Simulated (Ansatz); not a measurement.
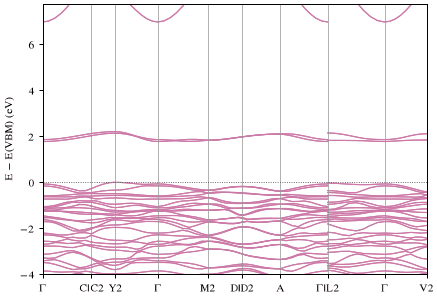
Fig. 1. Band structure from the program Ansatz at the r²SCAN with spin–orbit coupling level (PAW)

Q: Read off the gap and where the band edges lie.

A: About 1.8 eV (1.78 eV by a search for the band edges); maximum at Y2, minimum at Γ.

The material is LiAgF4 in space group C2/c (No. 15; Li on 4e, Ag on 4d, F on 8f, F on 8f).

The first step of the workflow began from a Materials Project structure, measured or hypothetical; the Crystallography Open Database copy checked does not list it. Whether it is the stable phase at ambient conditions was not checked. Symmetry was held in the r²SCAN relaxation; whether a distortion lowers the energy is not shown. No spin polarisation was allowed.

Potentials: the later of the program's two PAW sets.
